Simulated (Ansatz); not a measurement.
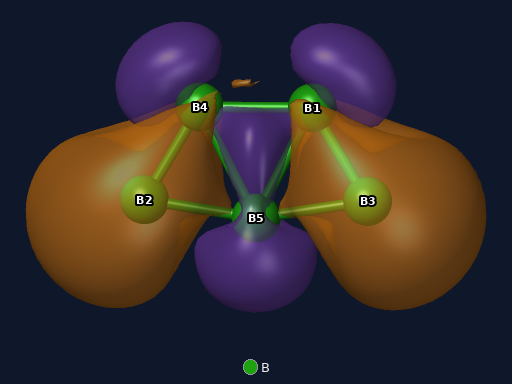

Figure. B5 (charge −1, triplet). Isosurfaces of the spin density (α minus β) at +0.02 (orange) and −0.02 e/Å³ (purple), seen across its widest extent.

Geometry: r2SCAN-D4/def2-SVPD; ⟨S²⟩ = 2.27, above the pure value of 2.00.

Level of theory: Ansatz 0.2.0, UKS PBE0-D4/def2-TZVPD.

| atom | x (Å) | y (Å) | z (Å) |
| --- | --- | --- | --- |
| B | 0.5374 | 1.0420 | -0.0926 |
| B | -1.4033 | -0.9119 | 0.0970 |
| B | 1.6761 | -0.0149 | -0.0271 |
| B | -1.0175 | 0.5891 | -0.0303 |
| B | 0.2073 | -0.7043 | 0.0531 |

**Describe the spin distribution.**

The unpaired spin (2 electrons) lies mostly on B2 (about 1.0) and B3 (about 1.0), in electrons by Hirshfeld's partition.
